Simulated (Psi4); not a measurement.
Approach curve of the dimer H2 ··· HF (SMILES [H][H] and F). Monomers: optimised at B3LYP-D3(BJ) (def2-TZVP), held rigid. Orientation: lowest of the rigid-body minima from ten starts at GFN2-xTB. R is the distance of the centres of mass, along which the second monomer moves.

Calculation: SAPT0/jun-cc-pVDZ, frozen core (Psi4).

Components in kcal/mol:

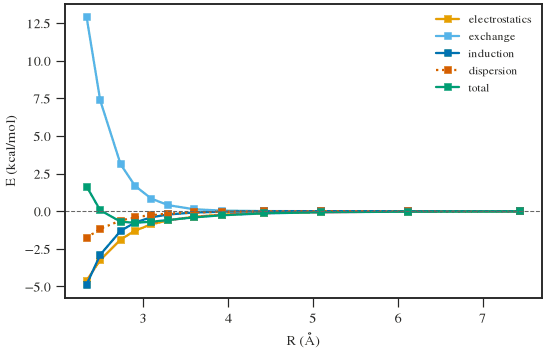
*Components of the interaction energy.*

| R / Å | electrostatics | exchange | induction | dispersion | total |
|---|---|---|---|---|---|
| 2.34 | -4.61 | 12.88 | -4.87 | -1.77 | 1.64 |
| 2.50 | -3.24 | 7.36 | -2.89 | -1.17 | 0.06 |
| 2.74 | -1.88 | 3.12 | -1.31 | -0.62 | -0.70 |
| 2.91 | -1.29 | 1.68 | -0.75 | -0.41 | -0.77 |
| 3.10 | -0.88 | 0.84 | -0.41 | -0.26 | -0.70 |
| 3.30 | -0.61 | 0.40 | -0.22 | -0.16 | -0.59 |
| 3.60 | -0.37 | 0.13 | -0.09 | -0.08 | -0.41 |
| 3.93 | -0.23 | 0.04 | -0.04 | -0.04 | -0.27 |
| 4.43 | -0.13 | 0.01 | -0.01 | -0.02 | -0.15 |
| 5.10 | -0.06 | 0.00 | 0.00 | -0.01 | -0.07 |
| 6.12 | -0.03 | 0.00 | 0.00 | 0.00 | -0.03 |
| 7.44 | -0.01 | 0.00 | 0.00 | 0.00 | -0.01 |
